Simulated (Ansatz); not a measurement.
The calculation's input:

```
crystal:
  periodic: [false, false, false]
  atoms:
    - {symbol: Ge, position_ang: [-1.713166, -0.744497, -0.379740]}
    - {symbol: C, position_ang: [1.361917, 0.634900, 0.339682]}
    - {symbol: S, position_ang: [-1.347074, -2.210395, -1.722602]}
    - {symbol: H, position_ang: [1.421519, -0.187449, -0.373965]}
    - {symbol: H, position_ang: [-2.041605, 0.713893, -0.747906]}
    - {symbol: H, position_ang: [-1.732666, -0.944456, 1.146652]}
    - {symbol: H, position_ang: [0.738469, 1.433600, -0.063970]}
    - {symbol: H, position_ang: [0.948898, 0.278860, 1.284217]}
    - {symbol: H, position_ang: [2.363707, 1.025442, 0.517533]}
basis:
  gaussian: {orbitals: def2-TZVPP}
hamiltonian: {xc: pbe0, dispersion: d4}
output: {orbitals: {seedname: orbitals}}
```

Launched as:

```sh
ansatz run in.yaml --threads 4 --pin off --events-out ev --progress --plain --max-ram 9574MiB
```

The product side of a reaction path; geometry: PBE0-D4/def2-TZVP.

Level of theory: RKS PBE0-D4/def2-TZVPP (Ansatz).

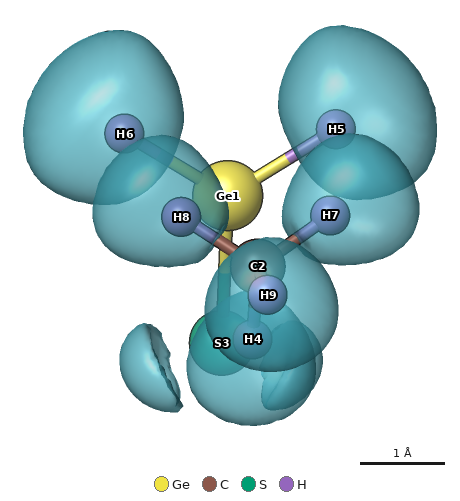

GeH$_{2}$S···CH$_{4}$. Isosurface of the electron localisation function at 0.9 (cyan), seen at an oblique angle. Core shells and regions of very low density are left out.

Q: Identify the bonds, lone pairs and shells in this picture.

A: At this value the surface marks out six regions around hydrogen nuclei and two lobes on S, pointing away from the bonds (lone pairs, which may merge into one lobe). Along the contacts the grid gives the following. C2···Ge1 (3.45 Å): the ELF dips to about 0 between them. Ge–S (2.02 Å): the ELF peaks at about 0.75 in the valence shell of S, 0.9 Å from its nucleus, and is about 0.70 at the midpoint.
